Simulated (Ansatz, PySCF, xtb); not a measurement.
NH3 (SMILES N) and N2 (SMILES N#N) are pulled apart as rigid monomers along the line of their centres of mass, from the B3LYP-D3(BJ)/def2-TZVP minimum. Starting geometry (charge 0, multiplicity 1):
```tsv
atom	x (Å)	y (Å)	z (Å)
N	-0.1599	0.1857	-0.1659
H	-0.3851	0.3345	-1.1430
H	0.7648	0.5691	-0.0064
H	-0.0952	-0.8151	-0.0187
N	0.4763	-0.3381	2.9485
N	-0.2322	0.1289	3.6336
```

Interaction energies with rigid monomers; basis-set methods are counterpoise corrected unless marked otherwise.

Correlated levels freeze the cores. Rows in 6-31G* carry no dispersion term and start afresh at each structure (6-31G* with six Cartesian d functions).

The values were computed with Ansatz (Gaussian orbitals); PySCF for 6-31G* rows; xtb for the GFN methods. Each number belongs to the level named beside it.

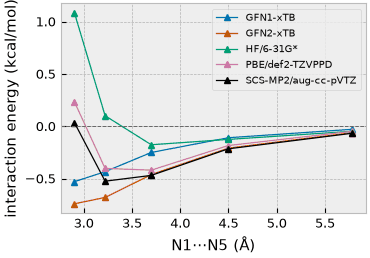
Interaction energy against separation

Problem. Which level binds most strongly at N1···N5 = 3.22, and by how much?

Solution. GFN2-xTB, -0.7 kcal/mol.

Ansatz is an electronic-structure program.
